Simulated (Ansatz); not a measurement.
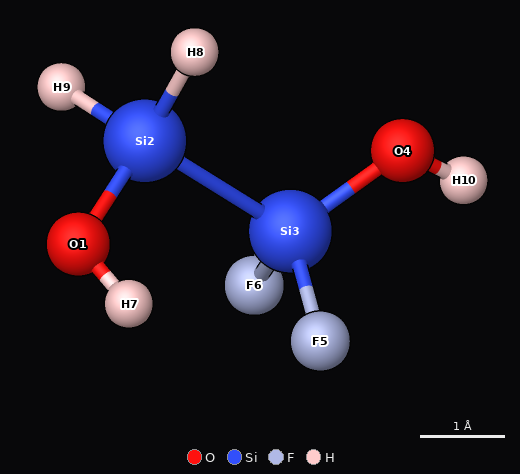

This is the input geometry for a relaxation of Si2H4O2F2. A ball-and-stick model, seen at a tilt.

The start comes from PBE-D4/def2-SVP.

Method: RKS PBE0-D4/def2-TZVP in Ansatz.

Input
```yaml
crystal:
  periodic: [false, false, false]
  atoms:
    - {symbol: O, position_ang: [-0.899934, -1.749957, 1.307032]}
    - {symbol: Si, position_ang: [0.515608, -1.089249, 0.670006]}
    - {symbol: Si, position_ang: [-0.152913, 0.919999, -0.328954]}
    - {symbol: O, position_ang: [0.764992, 1.323563, -1.647170]}
    - {symbol: F, position_ang: [-1.717140, 0.657307, -0.765821]}
    - {symbol: F, position_ang: [-0.236329, 2.196590, 0.689355]}
    - {symbol: H, position_ang: [-1.689720, -1.548683, 0.771307]}
    - {symbol: H, position_ang: [1.168434, -1.958802, -0.374233]}
    - {symbol: H, position_ang: [1.475084, -0.880747, 1.801766]}
    - {symbol: H, position_ang: [0.597219, 2.190478, -2.059989]}
basis:
  gaussian: {orbitals: def2-TZVP}
hamiltonian: {xc: pbe0, dispersion: d4}
relax: {f_tol: 0.005, max_steps: 150}
```

> Predict the outcome.

The atom that moves furthest after the best rigid fit is H7 (0.42 Å). Largest moves by element: H 0.42 Å, F 0.32 Å, O 0.24 Å, Si 0.10 Å. Some distances before and after: Si3–F5 1.645 → 1.597 Å, Si3–F6 1.635 → 1.593 Å, O1–Si2 1.687 → 1.649 Å, Si3–O4 1.656 → 1.622 Å. Among the angles between lasting bonds that change: O1–Si2–Si3 104.9° → 110.5°, Si2–Si3–F5 104.3° → 109.4°, Si2–O1–H7 113.0° → 117.9°. Groups turn about O1–Si2 by about 20°. After 15 geometry steps the energy has fallen by 3.24 kcal/mol. Largest force component: 1.3 eV/Å at the start, 0.0028 eV/Å at the end. The run took about 4 core-minutes on a shared host.

Final geometry:

```xyz
10

O    -0.7975   -1.6916    1.5119
Si    0.4395   -1.0593    0.6234
Si   -0.2202    0.9444   -0.3935
O     0.8754    1.3865   -1.5043
F    -1.6533    0.7498   -1.0706
F    -0.4406    2.1314    0.6456
H    -1.6372   -1.8366    1.0732
H     0.8936   -1.9855   -0.4507
H     1.5530   -0.8171    1.5695
H     0.8127    2.2384   -1.9411
```

After the run, drawn alike:

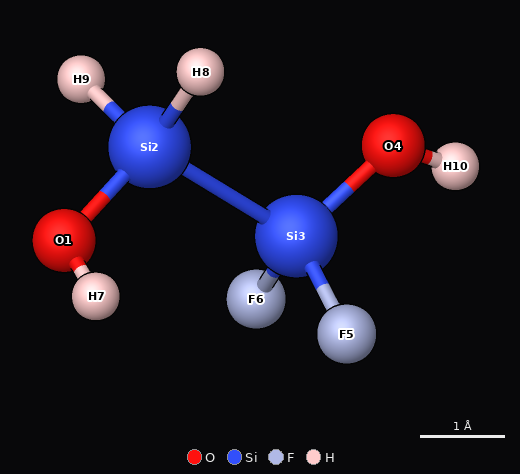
